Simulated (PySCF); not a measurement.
# CeH6N2 (Ce(NH3)23+): the cost of one run

The runs use PySCF 2.14.0; several levels, as the steps say, no spin–orbit coupling.

3 further runs of the same task are left out: 2 for a known fault of the program, 1 set aside as unsound or not needed.

## Step 1: Starting geometry

9 atoms, charge 3, spin multiplicity 1.

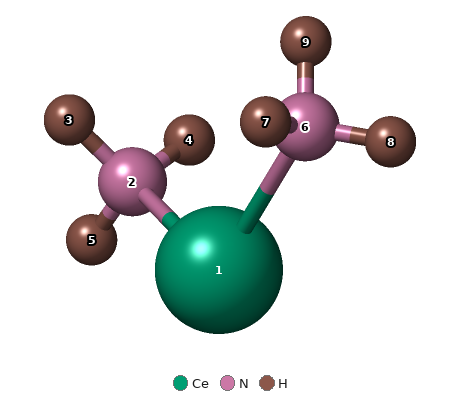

The geometry (cerium teal, nitrogen pink, hydrogen brown); atoms are numbered from 1 in the order of the file.

Geometry (Å):

```
atom    x (Å)    y (Å)    z (Å)
 Ce1  -0.0853  -1.1729  -0.0004
  N2   0.0165   0.1983   2.1108
  H3   0.8485   0.8238   2.2130
  H4  -0.7856   0.8499   2.2731
  H5   0.0396  -0.3644   2.9927
  N6   0.0155   0.1992  -2.1100
  H7   0.8576   0.0316  -2.7085
  H8  -0.7746   0.0397  -2.7775
  H9   0.0159   1.2380  -1.9934
```

Formal oxidation states: Ce +3. Each metal's 1 4f electrons lie in its core potential, so multiplicities, spins and levels count the valence alone. An earlier session relaxed this geometry at TPSS, Ce lcecp-1-SVP with ECP47, N def2-SVP, H def2-SVP (singlet, point group C1).

At TPSS on the finer grid: E = -144.173670 Eh, HOMO -23.72 eV, LUMO -18.46 eV, Mulliken charge on Ce1 +2.15 e, largest force component 0.006 eV/Å. 

Levels to run: wB97X; PBE; TPSSh; r2SCAN; TPSS, TZVP; PBE0, SVP. Hardware: 2 threads of Arm Neoverse V2, shared host.

## Step 2: wB97X

run.py (the lines that set the calculation) reads:

```python
mol = gto.M(atom='''
Ce    -0.08533    -1.17287    -0.00040
N      0.01654     0.19828     2.11084
H      0.84848     0.82382     2.21303
H     -0.78563     0.84992     2.27311
H      0.03956    -0.36435     2.99274
N      0.01553     0.19918    -2.10996
H      0.85757     0.03157    -2.70853
H     -0.77463     0.03972    -2.77746
H      0.01591     1.23804    -1.99337''',
    basis={'Ce': 'lcecp-1-SVP', 'N': 'def2-SVP', 'H': 'def2-SVP'},
    ecp={'Ce': 'lcecp-1-SVP'},
    charge=3, spin=0)
mf = dft.RKS(mol, xc='WB97X')
mf.grids.atom_grid = (75, 302)  # f atoms: unpruned, at least (60, 302)
mf = mf.density_fit()  # fitting sets: Ce AutoAux, N def2-universal-JKFIT, H def2-universal-JKFIT
mf.conv_tol = 1e-08; mf.max_cycle = 55
mf.kernel(dm0)  # dm0: the density of the relaxed state
```

The run is started by

```sh
$ OMP_NUM_THREADS=2 python run.py
```

**Question.** How long does this run take on 2 threads of Arm Neoverse V2, shared host?

About 4.6 s.
